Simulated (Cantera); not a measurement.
A closed system holds: 1 mol Mg(OH)2, 0.087 mol CO2, a varied amount of O2, at 1875 °C and 4.40 mbar.

Equilibrium computed with Cantera from the NASA thermochemical tables; the gas is ideal and each condensed phase is pure. Candidate condensed phases: C, C6H6, C7H8, C8H18, H2O, Mg, MgCO3, MgO, Mg(OH)2; 116 gas species. Rates play no part.

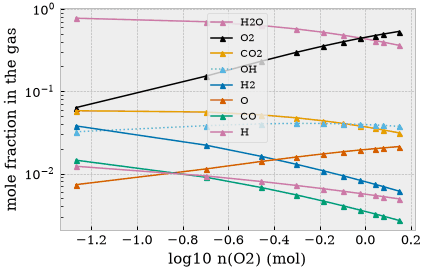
Figure. Equilibrium gas composition (values under 1e-9 drawn at 1e-9)

From 0.054 mol O2 to 1.4 mol O2 the condensed part is MgO(s). The main Mg-bearing gas is Mg throughout.
